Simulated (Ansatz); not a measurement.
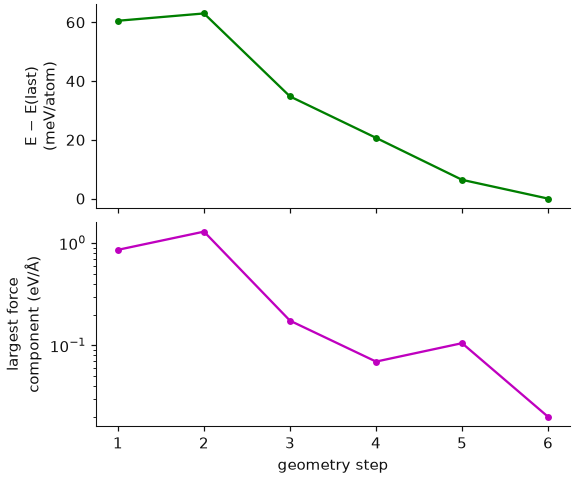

History of a geometry optimisation. The run: As (R-3m, 2 atoms in the cell), by DFT r2SCAN, scalar-relativistic, plane waves, PAW in Ansatz 0.2.0; cutoff 500 eV, 14×14×14 k-mesh, Gaussian smearing of 0.05 eV. The volume is held, while cell shape and atoms may move. A closing SCF on a freshly chosen basis isn't drawn.

The optimisation met its thresholds at geometry 6, counting the start as the first. The energy fell by about 61 meV/atom from the first step to the last. Step 2 went uphill and was rejected by the line search. The largest force component goes from about 0.86 eV/Å at the start to 0.02 eV/Å at the end, with a peak of 1.3 eV/Å at step 2. The cell changes shape at fixed volume (not drawn): a, b and c change by +9 %, +9 % and +9 %.
